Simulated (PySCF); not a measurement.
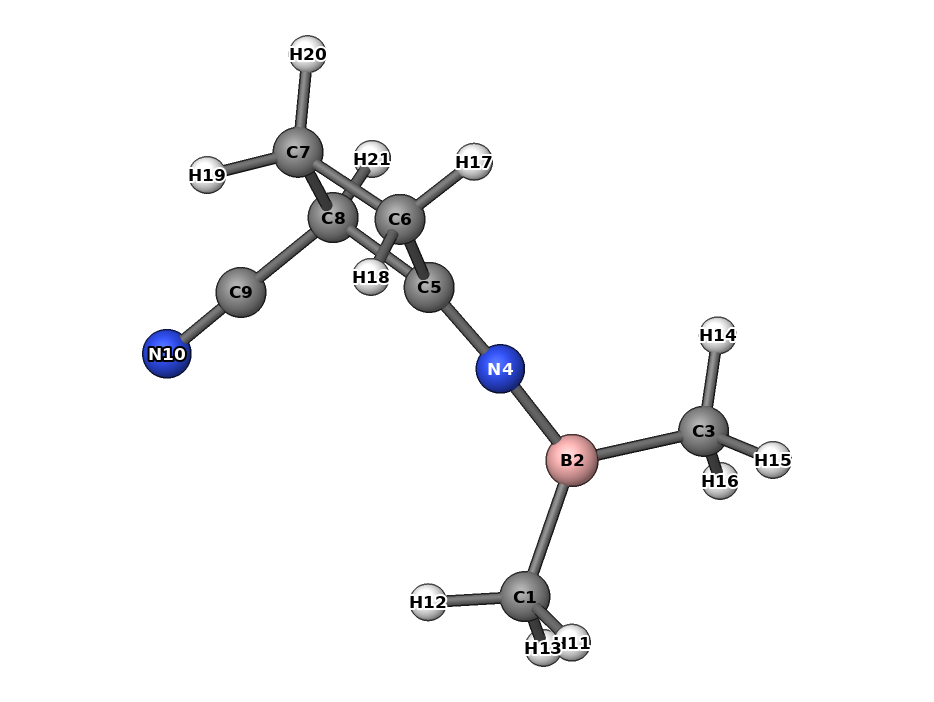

The questions are on isotropic NMR shieldings of the N atoms. Computed geometry: GFN2-xTB optimisation. No frequency run is at hand to confirm it as a minimum. Level of theory: GIAO PBE0/pcSseg-1 NMR shielding, non-relativistic, gas phase (PySCF 2.14.0).

Give the isotropic NMR shieldings of the N atoms atom by atom.

| atom | σ (ppm) |
| --- | --- |
| N4 | −117.2 |
| N10 | −38.5 |

The geometry is semi-empirical. Around B such bond lengths and angles can be off by a tenth of an ångström or more and by several degrees, and values that hang on the shape move with them.
